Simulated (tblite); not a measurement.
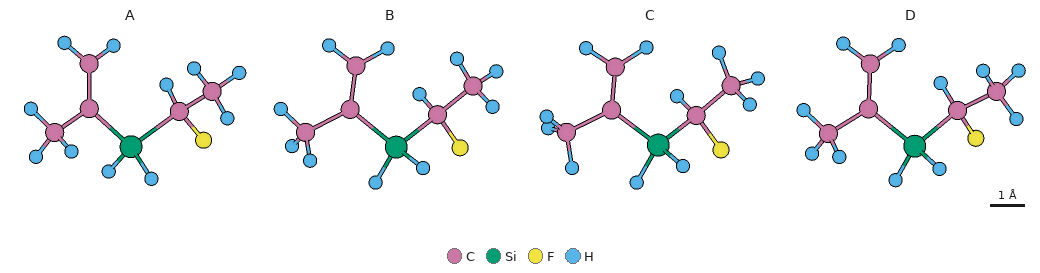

4 geometries from one relaxation of C5H11FSi, in shuffled order. The picture is a ball-and-stick view, seen at a tilt.

The calculation used GFN2-xTB geometry optimisation, gas phase in tblite. 

Question: Order the frames from highest to lowest energy.

Answer: C, B, D, A. They are steps 0, 65, 122, 178, at +0.416 eV, +0.043 eV, +0.015 eV relative to the last. The largest move after the best rigid fit is that of an H atom, 1.23 Å. By element the largest moves are H 1.23 Å, C 0.63 Å, Si 0.48 Å, F 0.37 Å. Near-neighbour distances that change, for instance: C–Si 1.847 → 1.923 Å, C–Si 1.833 → 1.890 Å, C–H 1.129 → 1.089 Å, H–Si 1.489 → 1.467 Å. Bond angles that change, for instance: H–C–H 113.7° → 107.4°, C–C–H 115.0° → 109.6°, C–Si–H 112.8° → 107.8°. Groups turn about C–Si by about 45°, C–C by about 30°. After 178 geometry steps the energy has fallen by 0.416 eV.
